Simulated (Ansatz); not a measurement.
The figure comes from a scan of Ti2O3 (corundum): a phonon pattern at Γ is frozen into a 10-atom cell, Q being the largest atomic displacement. All values below come from LDA (plane waves to 420 eV, PAW, scalar-relativistic; Ansatz, a first-principles code). k mesh 11×11×11 (Γ-centred), Fermi-Dirac smearing 0.05 eV. With partly filled bands, energies and forces of such displacements shift with the k mesh and the smearing. Ti2O3 is run without spin polarisation and with no Hubbard U. Ti2O3 was relaxed with its symmetry unable to fall. 

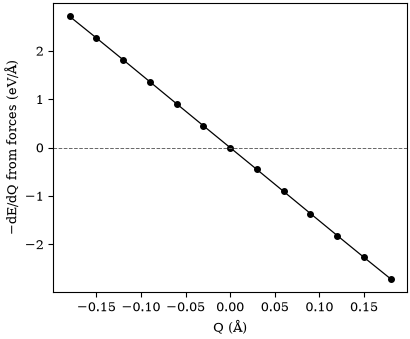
Fig. 1. −dE/dQ from forces (eV/Å) against Q (Å); computed points joined by lines.

Task: List the plotted points as numbers.

Result: To the nearest 0.1:

```json
[
 {"Q (Å)": "-0.180", "−dE/dQ from forces (eV/Å)": "2.7"},
 {"Q (Å)": "-0.150", "−dE/dQ from forces (eV/Å)": "2.3"},
 {"Q (Å)": "-0.120", "−dE/dQ from forces (eV/Å)": "1.8"},
 {"Q (Å)": "-0.090", "−dE/dQ from forces (eV/Å)": "1.4"},
 {"Q (Å)": "-0.060", "−dE/dQ from forces (eV/Å)": "0.9"},
 {"Q (Å)": "-0.030", "−dE/dQ from forces (eV/Å)": "0.5"},
 {"Q (Å)": "0.000", "−dE/dQ from forces (eV/Å)": "0.0"},
 {"Q (Å)": "0.030", "−dE/dQ from forces (eV/Å)": "-0.5"},
 {"Q (Å)": "0.060", "−dE/dQ from forces (eV/Å)": "-0.9"},
 {"Q (Å)": "0.090", "−dE/dQ from forces (eV/Å)": "-1.4"},
 {"Q (Å)": "0.120", "−dE/dQ from forces (eV/Å)": "-1.8"},
 {"Q (Å)": "0.150", "−dE/dQ from forces (eV/Å)": "-2.3"},
 {"Q (Å)": "0.180", "−dE/dQ from forces (eV/Å)": "-2.7"}
]
```

(For displaced atoms, the force is minus the slope of the energy, and its curvature is a force constant, which sets phonon frequencies.)
